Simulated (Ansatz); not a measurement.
PbTe (rock salt), conventional cell a = b = c = 6.5694 Å, α = β = γ = 90.00°. The calculation uses the primitive cell of 2 atoms, to which meshes and values per cell refer.

This relaxed cell (volume V₀) is scaled evenly in all directions, its shape held. Symmetry pins the atoms to their sites.

Calculation: PBE (plane waves to 420 eV, PAW, scalar-relativistic; Ansatz, a program for electronic structure). k mesh 9×9×9 (Γ-centred), Fermi-Dirac smearing 0.05 eV. E stands for the smeared free energy. PbTe was relaxed with its symmetry unable to fall. Spin-orbit coupling is left out, though Pb and Te are heavy. The PAW data are Ansatz's earlier set. ΔE is measured from the relaxed starting cell.

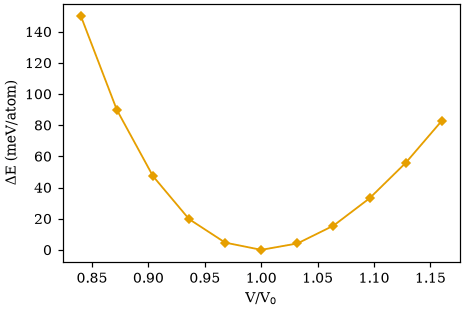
Figure: ΔE (meV/atom) against V/V₀; one marker a computed point.

Q: What is ΔE at V/V₀ = 0.840?

A: About 150 meV/atom.

Q: What is ΔE at V/V₀ = 1.160?

A: About 83 meV/atom.

Q: What bulk modulus B₀ follows from a third-order Birch-Murnaghan fit?

A: About 38 GPa.

(Under strain, the slope of the energy per volume gives the stress and its curvature an elastic modulus.)
